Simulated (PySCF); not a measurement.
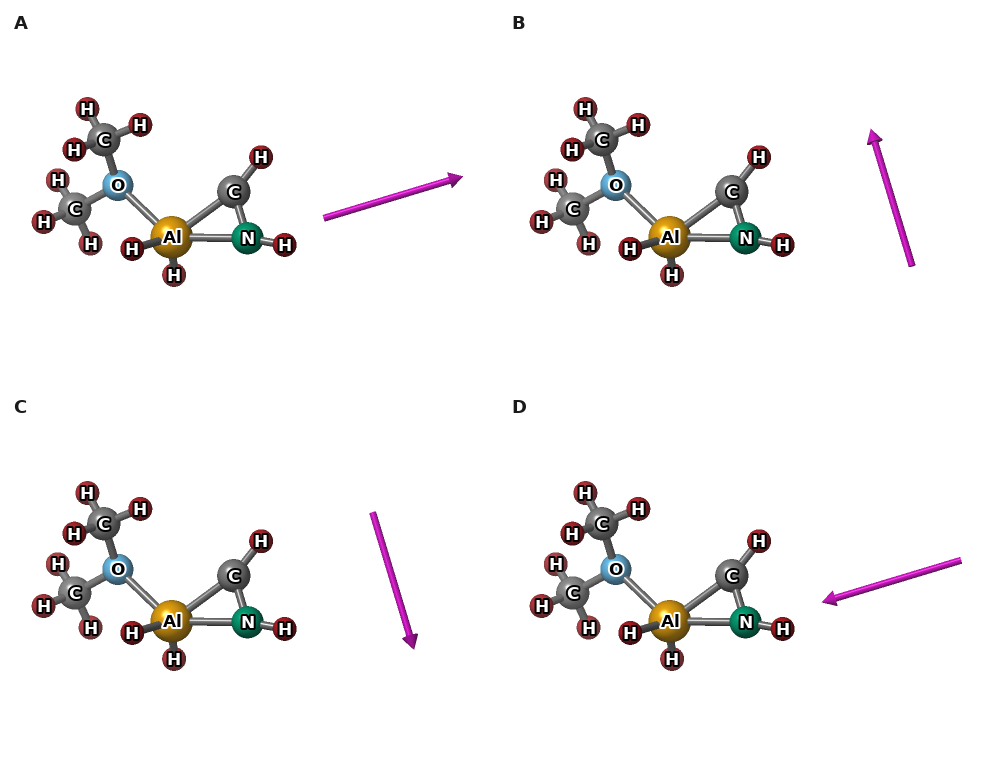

The same molecule four times, each with an arrow. The computed structure is the end point of a PBE0-D3(BJ)/def2-SVP optimisation. No frequency run is at hand to confirm it as a minimum. Method: ωB97X-D/def2-SVPD, gas phase (PySCF 2.14.0).

Question: Which arrow points along the dipole moment, from the negative to the positive end?

Answer: B. The dipole moment is 3.65 D.
